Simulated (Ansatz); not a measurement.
Start from ZnSe in the zinc blende structure (space group F-43m, No. 216; a = 5.6656 Å). Axes: x, y, z lie along the cube axes.

Perturbation: compressive biaxial strain of 0.42 % in the plane normal to [111], as in epitaxy on a mismatched substrate; the out-of-plane cell vector and the atoms relax.

Computed with Kohn–Sham DFT with the r2SCAN functional, run in Ansatz (a program for electronic structure) with PAW and 500 eV plane waves, no spin-orbit coupling.

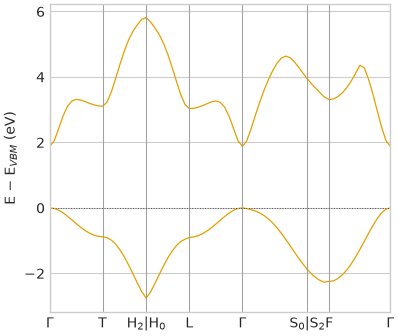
Fig. 1. Highest valence and lowest conduction band along the path of the changed cell's own zone

The gap is 1.88 eV, direct at Γ; the base has 1.87 eV.

Whether these cells are dynamically stable was not tested. Labels are those of the standard path for the cell's own space group.
